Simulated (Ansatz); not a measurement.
# Calculations on CH₈AlN

### Relaxation

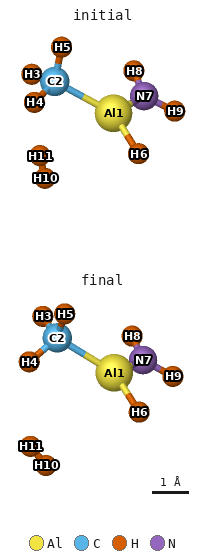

The structure of CH8AlN before (top) and after (bottom) a relaxation, at one scale.

Style: ball-and-stick. Shown at a tilt.

The run prepares an end point of a later path (reaction) calculation, from a guessed geometry.

The calculation used RKS PBE/6-31G* in Ansatz. Settings: no spin polarisation; force threshold 0.03 eV/Å; at most 50 steps.

Describe what moved and what it gained.

Answer. Over 15 accepted moves (18 points after the start) the energy falls by 0.128 eV. Largest force component: 1.2 eV/Å at the start, 0.028 eV/Å at the end. The line search rejected the trial steps at points 5, 9, 10 of the run. The forces were under the threshold at step 11, but the run went on from there. The atom that moves furthest after the best rigid fit is H11 (0.79 Å). Largest moves by element: H 0.79 Å, C 0.26 Å, Al 0.16 Å, N 0.05 Å. Some distances before and after: H10–H11 0.715 → 0.751 Å. Groups turn about Al1–C2 by about 30°.

Limits of the set-up: the start holds two separate molecules, 2.2 Å apart at their closest, whose relative position is a soft coordinate and is computed without a dispersion correction.

### Relaxation

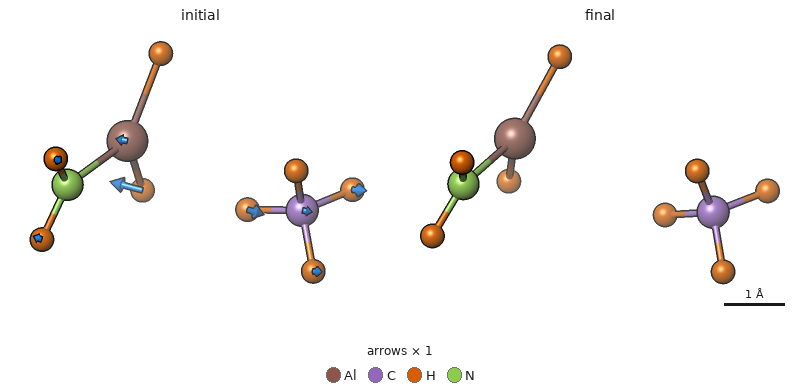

The structure of CH₈AlN before (left) and after (right) a relaxation, at one scale. The blue arrows give the displacements, at their true length.

The picture is a ball-and-stick view, seen at a tilt.

The run prepares an end point of a later path (reaction) calculation, from a guessed geometry.

These are results of RKS PBE/6-31G* in Ansatz, not measurements. Settings: no spin polarisation; force threshold 0.03 eV/Å; at most 50 steps.

**Describe what moved and what it gained.**

The energy falls by 3.11 kcal/mol in 5 geometry steps. Largest force component: 0.51 eV/Å at the start, 0.015 eV/Å at the end. The atom that moves furthest after the best rigid fit is an H atom (0.61 Å). Largest moves by element: H 0.61 Å, Al 0.22 Å, C 0.19 Å, N 0.08 Å. Near-neighbour distances that change, for instance: Al–H 1.572 → 1.602 Å, C–H 1.109 → 1.102 Å.

### Path

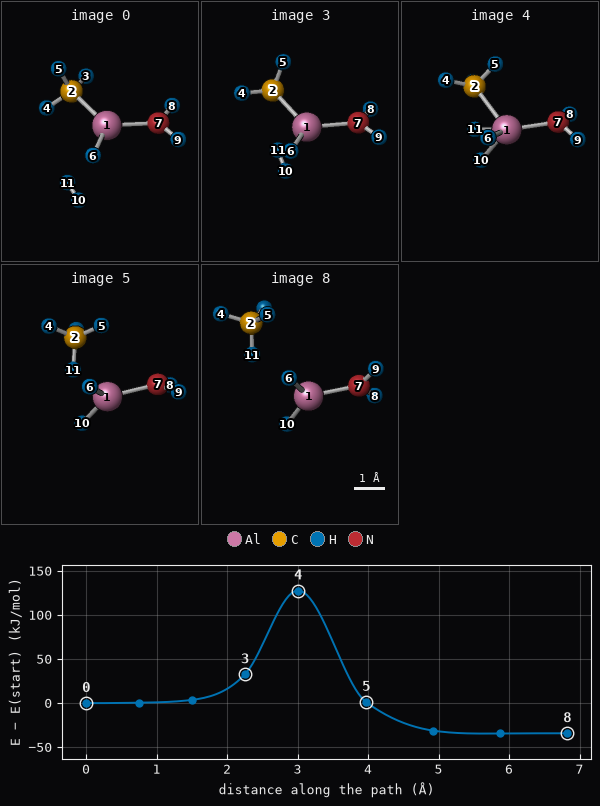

A search for the minimum-energy path of CH8AlN, made up at the start of CH6AlN and H2 by the nudged elastic band. Images are numbered from 0 (start) to 8 (end). A ball-and-stick model, seen at a tilt.

Theory: RKS PBE/6-31G* in Ansatz. Settings: 7 movable images; climbing image; force threshold 0.05 eV/Å; iteration limit 60; starting path through a guess of the saddle point.

Describe the mechanism and the energy profile.

Answer. Breaking: Al1–C2 (1.97 → 2.15 at the top → 3.56 Å), H10–H11 (0.75 → 1.09 at the top → 2.76 Å). Forming: Al1–H10 (3.36 → 1.78 at the top → 1.60 Å), C2–H11 (3.33 → 1.49 at the top → 1.10 Å). Forward barrier 127.8 kJ/mol, backward barrier 162.0 kJ/mol, with image 4 at the top; the reaction energy is −34.3 kJ/mol. The band is converged. At the top, the vibrational analysis gives one imaginary mode (1293i cm⁻¹), as a transition state must have.

Limits of the set-up: the start holds two separate molecules, 2.8 Å apart at their closest, whose relative position is a soft coordinate and is computed without a dispersion correction.

Cost: 5.3 min on 1 thread of Arm Neoverse V1, with other jobs on the host, peak memory 0.11 GiB.
